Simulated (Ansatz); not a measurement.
**BFH₅SbSi: density, localisation and related maps**

Input

```
crystal:
  periodic: [false, false, false]
  atoms:
    - { symbol: B, position_ang: [-0.8499, 1.1227, 0.2396] }
    - { symbol: Si, position_ang: [0.8276, 0.4164, -0.2295] }
    - { symbol: F, position_ang: [1.9402, 0.9067, 0.8993] }
    - { symbol: Sb, position_ang: [0.7434, -2.0835, -0.2418] }
    - { symbol: H, position_ang: [-1.4498, 1.8747, -0.5502] }
    - { symbol: H, position_ang: [-1.4028, 0.9134, 1.2596] }
    - { symbol: H, position_ang: [1.2619, 0.8945, -1.5571] }
    - { symbol: H, position_ang: [1.62286, -2.09917, -1.80377] }
    - { symbol: H, position_ang: [2.33266, -2.15197, 0.67353] }
basis:
  gaussian: { orbitals: def2-mTZVP }
hamiltonian:
  xc: pbe
  dispersion: d4
relax:
  f_tol: 0.015
  max_steps: 40
output:
  orbitals: {}
```

Launched as:

```sh
ansatz run input.yaml --threads 2 --pin off --max-ram 3072MiB --backend cpu --events-out ev --progress --plain --runs-dir out
```

The fields are those of the run's last geometry, not of the input's.

Core potentials replace the inner electrons of Sb.

Method: Ansatz, RKS PBE-D4/def2-mTZVP.

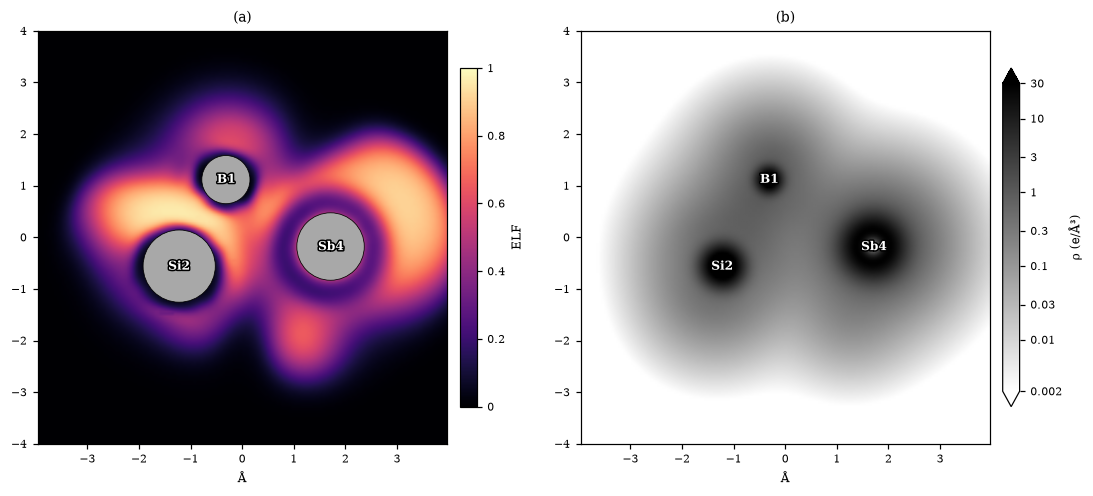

Figure 1. (a) electron localisation function; (b) electron density on the plane of atoms B1, Sb4 and Si2. Grey discs cover the atomic cores in the ELF map.

Question: Interpret the plot.

Answer:
- Atoms in the plane: B, Si and Sb.
- Si–B (1.90 Å): the density is about 0.83 e/Å³ at the midpoint; the ELF peaks at about 0.95 between the atoms, as expected for a covalent bond.
- B–Sb (2.41 Å): ρ is about 0.47 e/Å³ halfway; the ELF peaks at about 0.75 in the valence shell of B, 1.0 Å from its nucleus, and is about 0.60 at the midpoint.
- Si–Sb (2.96 Å): the density is about 0.27 e/Å³ at the midpoint; the ELF peaks at about 0.75 in the valence shell of Si, 1.1 Å from its nucleus, and drops to about 0.20 between the two atoms.

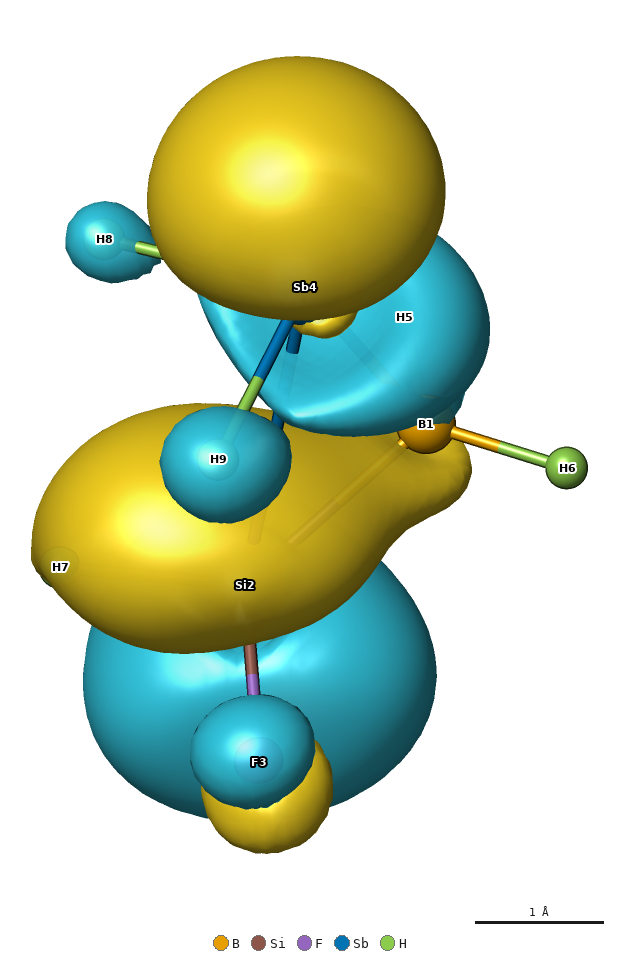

Figure 2. One frontier orbital at ±0.1 Å⁻³ᐟ² (yellow and cyan are the two phases), seen at a tilt.

Question: Which orbital is it: HOMO or LUMO?

Answer: The LUMO, at −2.60 eV. Its weight (Hirshfeld) is mainly on Si2 (about 50 %), Sb4 (about 25 %) and B1 (about 5 %).
